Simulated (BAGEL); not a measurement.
**CH4FSi (SMILES C[SiH]F) at UHF/STO-3G (density fitting with qzvpp-jkfit)**

Aim: the vertical doublet–quartet gap of CH4FSi at UHF/STO-3G (density fitting with qzvpp-jkfit), from 2 runs. 

The calculation is run with BAGEL 1.2.2.

3 further runs of the same task are left out: 2 that didn't finish, 1 set aside as unsound or not needed. Runs told in other sessions of the task aren't counted.

## 1. The structure to begin with

The species is CH4FSi (7 atoms), meant as a doublet with charge 0. SMILES: `C[SiH]F`. Geometry: relaxed at PBE0-D4/def2-TZVP.

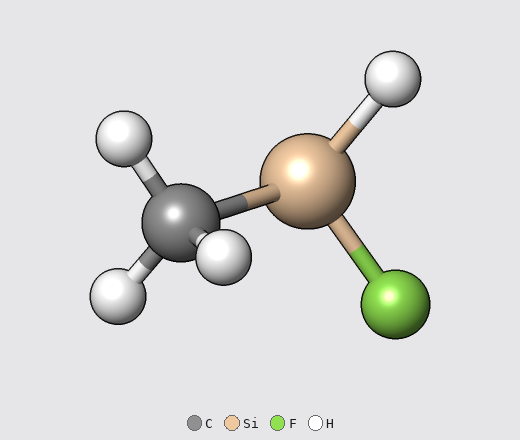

The structure, seen from a chosen angle (carbon grey, silicon light orange, fluorine green, hydrogen white).

## 2. The energy at UHF/STO-3G (density fitting with qzvpp-jkfit)

Input file job.json:

```json
{ "bagel" : [

{
  "title" : "molecule",
  "basis" : "sto-3g",
  "df_basis" : "qzvpp-jkfit",
  "angstrom" : true,
  "geometry" : [
    { "atom" : "C", "xyz" : [   -0.653500,    0.389500,   -0.298000 ] },
    { "atom" : "Si", "xyz" : [    0.917400,   -0.594100,   -0.104100 ] },
    { "atom" : "F", "xyz" : [    0.640700,   -1.812800,    0.909600 ] },
    { "atom" : "H", "xyz" : [   -1.444900,   -0.207800,   -0.754100 ] },
    { "atom" : "H", "xyz" : [   -0.470200,    1.260900,   -0.931700 ] },
    { "atom" : "H", "xyz" : [   -1.000700,    0.738300,    0.679600 ] },
    { "atom" : "H", "xyz" : [    2.011300,    0.226000,    0.498700 ] }
  ]
},
{
  "title" : "uhf",
  "charge" : 0,
  "nopen" : 1
},
{
  "title" : "print",
  "file" : "orbitals.molden",
  "orbitals" : true
}

]}
```

Run with:

```console
$ BAGEL_NUM_THREADS=1 BAGEL job.json > job.out
```

What it wrote:

```text
* using 1 threads per process

  ===============================================================
  ===============================================================

  *** Geometry ***

  { "atom" : "C", "xyz" : [     -1.234936,      0.736048,     -0.563138 ] },
  { "atom" : "Si", "xyz" : [      1.733635,     -1.122686,     -0.196720 ] },
  { "atom" : "F", "xyz" : [      1.210748,     -3.425696,      1.718895 ] },
  { "atom" : "H", "xyz" : [     -2.730465,     -0.392685,     -1.425042 ] },
  { "atom" : "H", "xyz" : [     -0.888549,      2.382756,     -1.760658 ] },
  { "atom" : "H", "xyz" : [     -1.891049,      1.395185,      1.284258 ] },
  { "atom" : "H", "xyz" : [      3.800806,      0.427078,      0.942406 ] },

  Number of auxiliary basis functions:      352

  Since a DF basis is specified, we compute 2- and 3-index integrals:
    o Being stored without compression. Storage requirement is 0.001 GB

  Number of basis functions:       23
  Number of electrons      :       33

    * METHOD: MOLECULE                             0.05

  *** Open-shell HF ***

  === Nuclear Repulsion ===
   106.8824519710

      * DIIS with orbital gradients will be used.

  === UHF iteration (sto-3g) ===
      0       -423.28990455          0.02787002           0.01
      1       -423.34402185          0.00668015           0.01
      2       -423.34824321          0.00233941           0.01
      3       -423.34896236          0.00100517           0.01
      4       -423.34921216          0.00024340           0.01
      5       -423.34924478          0.00008231           0.01
      6       -423.34925333          0.00001969           0.01
      7       -423.34925477          0.00001282           0.01
      8       -423.34925566          0.00000475           0.01
      9       -423.34925574          0.00000073           0.01
     10       -423.34925574          0.00000041           0.01
     11       -423.34925574          0.00000011           0.01
     12       -423.34925574          0.00000004           0.01
     13       -423.34925574          0.00000002           0.01
     14       -423.34925574          0.00000001           0.01
     15       -423.34925574          0.00000001           0.01
    * SCF iteration converged.

    * S^2 (UHF) is 0.7517

    * Permanent dipole moment:
           (   -0.108117,    -0.192370,     0.500775) a.u.

    * METHOD: UHF                                  0.18

    * METHOD: PRINT                                0.00

  ===============================================================
```

Run time: 0.36 s. Hardware: 1 thread of Intel Xeon 6975P-C (Granite Rapids), shared host.

## 3. The quartet at the same level

job.json: that of step 2 with these lines changed.

```diff
@@ -19,4 +19,3 @@
   "title" : "uhf",
-  "charge" : 0,
-  "nopen" : 1
+  "nopen" : 3
 },
```

Run with:

```console
$ BAGEL_NUM_THREADS=1 BAGEL job.json > job.out
```

What it wrote:

```text
* using 1 threads per process

  ===============================================================
  ===============================================================

  *** Geometry ***

  { "atom" : "C", "xyz" : [     -1.234936,      0.736048,     -0.563138 ] },
  { "atom" : "Si", "xyz" : [      1.733635,     -1.122686,     -0.196720 ] },
  { "atom" : "F", "xyz" : [      1.210748,     -3.425696,      1.718895 ] },
  { "atom" : "H", "xyz" : [     -2.730465,     -0.392685,     -1.425042 ] },
  { "atom" : "H", "xyz" : [     -0.888549,      2.382756,     -1.760658 ] },
  { "atom" : "H", "xyz" : [     -1.891049,      1.395185,      1.284258 ] },
  { "atom" : "H", "xyz" : [      3.800806,      0.427078,      0.942406 ] },

  Number of auxiliary basis functions:      352

  Since a DF basis is specified, we compute 2- and 3-index integrals:
    o Being stored without compression. Storage requirement is 0.001 GB

  Number of basis functions:       23
  Number of electrons      :       33

    * METHOD: MOLECULE                             0.05

  *** Open-shell HF ***

  === Nuclear Repulsion ===
   106.8824519710

      * DIIS with orbital gradients will be used.

  === UHF iteration (sto-3g) ===
      0       -422.74744081          0.03119129           0.01
      1       -422.84633813          0.02597903           0.01
      2       -422.89843199          0.01339197           0.01
      3       -422.92513882          0.00996411           0.01
      4       -422.93966543          0.00936396           0.01
      5       -422.97743202          0.00458143           0.01
      6       -422.97799899          0.00262288           0.01
      7       -422.98105708          0.00087689           0.01
      8       -422.98147234          0.00108615           0.01
      9       -422.98185593          0.00045417           0.01
     10       -422.98190324          0.00030536           0.01
     11       -422.98195198          0.00020088           0.01
     12       -422.98198589          0.00009928           0.01
     13       -422.98199444          0.00005223           0.01
     14       -422.98199582          0.00004705           0.01
     15       -422.98199652          0.00004587           0.01
     16       -422.98199760          0.00004462           0.01
     17       -422.98200031          0.00004142           0.01
     18       -422.98200640          0.00003426           0.01
     19       -422.98200948          0.00003054           0.01
     20       -422.98201168          0.00002517           0.01
     21       -422.98201314          0.00001864           0.01
     22       -422.98201401          0.00000968           0.01
     23       -422.98201414          0.00000417           0.01
     24       -422.98201415          0.00000200           0.01
     25       -422.98201415          0.00000169           0.01
     26       -422.98201416          0.00000132           0.01
     27       -422.98201416          0.00000093           0.01
     28       -422.98201416          0.00000080           0.01
     29       -422.98201416          0.00000066           0.01
     30       -422.98201416          0.00000047           0.01
     31       -422.98201416          0.00000029           0.01
     32       -422.98201417          0.00000016           0.01
     33       -422.98201417          0.00000012           0.01
     34       -422.98201417          0.00000010           0.01
     35       -422.98201417          0.00000008           0.01
     36       -422.98201417          0.00000006           0.01
     37       -422.98201417          0.00000004           0.01
     38       -422.98201417          0.00000004           0.01
     39       -422.98201417          0.00000004           0.01
     40       -422.98201417          0.00000003           0.01
     41       -422.98201417          0.00000003           0.01
     42       -422.98201417          0.00000002           0.01
     43       -422.98201417          0.00000002           0.01
     44       -422.98201417          0.00000001           0.01
     45       -422.98201417          0.00000001           0.01
     46       -422.98201417          0.00000000           0.01
    * SCF iteration converged.

    * S^2 (UHF) is 3.7521

    * Permanent dipole moment:
           (   -0.035046,     0.944779,    -0.244887) a.u.

    * METHOD: UHF                                  0.43

    * METHOD: PRINT                                0.00

  ===============================================================
```

It took 0.62 s on 1 thread of Intel Xeon 6975P-C (Granite Rapids), shared host.

## 4. Outcome

At UHF/STO-3G (density fitting with qzvpp-jkfit):

| quantity | value |
| --- | --- |
| doublet: total energy | -423.34926 Eh |
| doublet: dipole moment | 1.39 D |
| doublet: ⟨S²⟩ | 0.752 |
| quartet: total energy | -422.98201 Eh |
| quartet: dipole moment | 2.48 D |
| quartet: ⟨S²⟩ | 3.752 |
| vertical energy of the quartet above the doublet | 9.993 eV |

At this shape the quartet lies 9.99 eV (964 kJ/mol) above the doublet. In a minimal basis such a difference can be off by several eV, whatever the method.
